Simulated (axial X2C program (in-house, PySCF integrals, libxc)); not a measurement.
RuAl: relativistic diatomic calculation

- system: RuAl, single determinant with Ω = 3/2.
- method: PBE, two-component X2C with atomic mean-field Coulomb and Gaunt terms, Ru dyall-cv3z, Al dyall-v3z (cores contracted) (axial X2C program (in-house, PySCF integrals, libxc))

## Input file
```
{"zs": [44, 13], "q": 0, "bas": ["dyall-cv3z", "dyall-v3z"], "levels": ["PBE0", "HF", "PBE"], "cc": true, "r0": 2.51, "thr": -2.0, "nmax": 90, "npts": 10, "nst": 2, "ntry": 6}
```

The line is the task of a batch: nuclear charges, charge, bases, the levels to run, a first guess of the distance and further settings. This report covers PBE with spin-orbit coupling. The log is that of the reference distance 2.286 Å.

Launched within a batch (the task file carries these settings):
```bash
python <driver script> task.json out
```

## Output
```
two-component X2C + atomic mean field  PBE
basis functions 199  fitting functions 979  grid points 5078
iter        total energy     max residual
   1      -4770.908544034     1.48e-01
   2      -4770.910724058     9.65e-02
   3      -4770.912296314     1.47e-02
   4      -4770.912344603     9.37e-03
   5      -4770.912479291     3.32e-03
   6      -4770.912491407     9.64e-04
   7      -4770.912494873     2.03e-04
   8      -4770.912496792     3.91e-04
   9      -4770.912497103     5.04e-05
  10      -4770.912497165     5.72e-05
  11      -4770.912497175     1.28e-05
converged
one-electron -6843.75908185  Coulomb 2095.60584820  exact exchange 0.00000000  xc functional -152.90280345  nuclear repulsion 132.41004578  atomic mean-field constant -2.26650585
```

## The points of the curve

| R (Å) | E (hartree) | dipole (D; origin at the first atom, positive when the second is positive) | highest filled (eV) | lowest empty (eV) |
| --- | --- | --- | --- | --- |
| 2.149 | −4770.908222 | −0.61 | −4.25 | −4.20 |
| 2.217 | −4770.911529 | −0.66 | −4.27 | −4.16 |
| 2.286 | −4770.912497 | −0.69 | −4.22 | −4.13 |
| 2.366 | −4770.911531 | −0.68 | −4.18 | −4.09 |
| 2.446 | −4770.908986 | −0.64 | −4.16 | −4.06 |

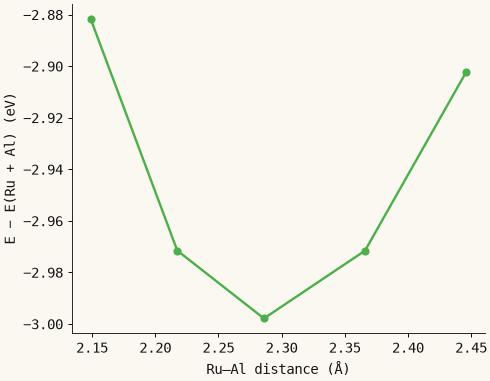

**Figure 1.** Energy at 5 bond lengths, for one set of occupations held fixed; the line joins the points. A polynomial of degree 3 through 5 points gives rₑ = 2.287 Å, ωₑ = 351.6 cm⁻¹ and Bₑ = 0.1510 cm⁻¹. The minimum lies 3.00 eV below Ru + Al, each computed as one determinant at the same level.

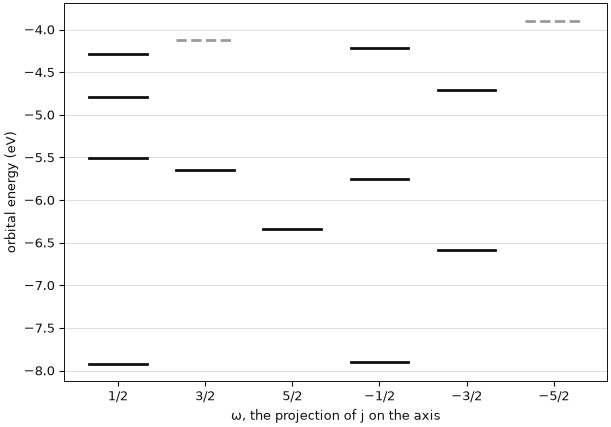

**Figure 2.** Orbital energies near the frontier at 2.29 Å, filled (solid) and empty (dashed). The highest filled spinor (−1/2; 64 % Ru d, 19 % Al p) lies at −4.22 eV, the lowest empty one (3/2; 99 % Ru d) at −4.13 eV.

## Key numbers

```tsv
quantity	value
outcome	converged
bond length rₑ	2.287 Å
ωₑ	351.6 cm⁻¹
energy at the minimum	−4770.91250 hartree
depth below the fragments	3.00 eV
hardware	1 thread of AMD EPYC (Zen 3), 24 GiB of memory available, shared host
wall time	5.8 s
peak memory	0.72 GiB
```

## Notes

Caveats: 5 of the 10 points asked for were kept.
